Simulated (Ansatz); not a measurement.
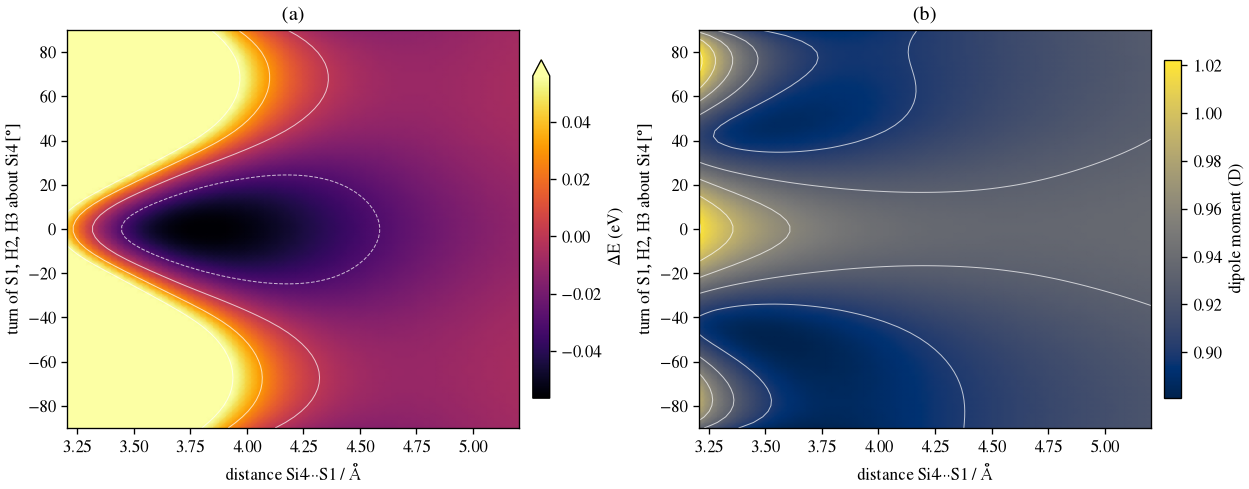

The pair H₂S···H₄Si. 
- The turn is about an axis along (−0.11, 0.99, −0.13) in the frame of the relaxed pair, normal to the line between the partners.
- Coordinates scanned: (1) distance Si4···S1; (2) turn of S1, H2, H3 about Si4.
- Grid: 9 × 9 points.
- Points are written as (first, second).
- Energies: eV, counted from the two partners far apart, frozen as in the relaxed pair, each in its own basis (no counterpoise correction).
- Level of theory: RKS B3LYP-D4/def2-TZVPD (Ansatz).

Panel (a) is the energy and panel (b) the computed dipole moment on the same grid.

The picture shows a smooth colour map with a few white contour lines, one colour for all values above the top of the scale. Between grid points the surface is interpolated.

Q: How does the dipole moment vary over the map, and what is it at the lowest grid point?

A: Leaving out the highest fifth of the energies, it runs from 0.88 D at (3.712 Å, −90.0°) to 1.02 D at (3.205 Å, 0.0°). At the lowest grid point, (3.712 Å, 0.0°), it is 0.95 D.

| turn of S1, H2, H3 about Si4 ↓, distance Si4···S1 → | 3.205 | 3.314 | 3.493 | 3.712 | 3.963 | 4.241 | 4.542 | 4.864 | 5.205 |
| --- | --- | --- | --- | --- | --- | --- | --- | --- | --- |
| 90.0 | 0.95 | 0.92 | 0.90 | 0.89 | 0.89 | 0.90 | 0.91 | 0.92 | 0.93 |
| 67.5 | 1.01 | 0.96 | 0.92 | 0.90 | 0.90 | 0.90 | 0.91 | 0.92 | 0.93 |
| 45.0 | 0.91 | 0.90 | 0.89 | 0.89 | 0.90 | 0.91 | 0.92 | 0.92 | 0.93 |
| 22.5 | 0.96 | 0.95 | 0.93 | 0.92 | 0.92 | 0.93 | 0.93 | 0.93 | 0.93 |
| 0.0 | 1.02 | 1.00 | 0.97 | 0.95 | 0.94 | 0.94 | 0.94 | 0.94 | 0.94 |
| −22.5 | 0.96 | 0.94 | 0.93 | 0.92 | 0.92 | 0.93 | 0.93 | 0.93 | 0.93 |
| −45.0 | 0.90 | 0.89 | 0.88 | 0.89 | 0.89 | 0.90 | 0.91 | 0.92 | 0.93 |
| −67.5 | 0.97 | 0.93 | 0.90 | 0.89 | 0.89 | 0.90 | 0.91 | 0.91 | 0.92 |
| −90.0 | 0.94 | 0.91 | 0.89 | 0.88 | 0.89 | 0.90 | 0.91 | 0.91 | 0.92 |
